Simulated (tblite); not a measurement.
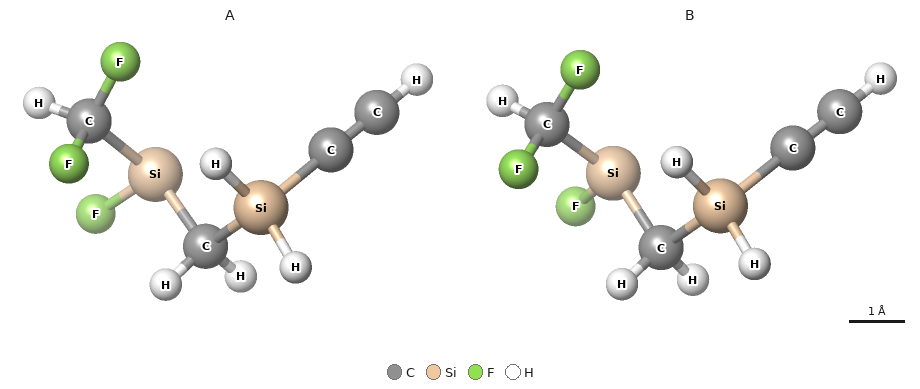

Two geometries of C4H6F3Si2 (multiplicity 2), drawn at one scale. One is the start of a relaxation, the other its converged end. A ball-and-stick model, seen at a tilt.

Computed with GFN2-xTB geometry optimisation, gas phase (tblite 0.8.0). 

Q: Which of the two is the end point?

A: Structure A is the relaxed one. The energy falls by 8.85 kcal/mol in 82 geometry steps. The atom that moves furthest after the best rigid fit is an F atom (0.43 Å). Largest moves by element: F 0.43 Å, Si 0.20 Å, H 0.19 Å, C 0.11 Å. Near-neighbour distances that change, for instance: C–Si 1.820 → 1.949 Å, C–Si 1.859 → 1.919 Å, C–Si 1.841 → 1.888 Å, C–Si 1.882 → 1.850 Å. Among the angles between lasting bonds that change: F–Si–C 110.2° → 98.7°, C–Si–C 111.7° → 105.5°, Si–C–Si 107.0° → 112.9°.
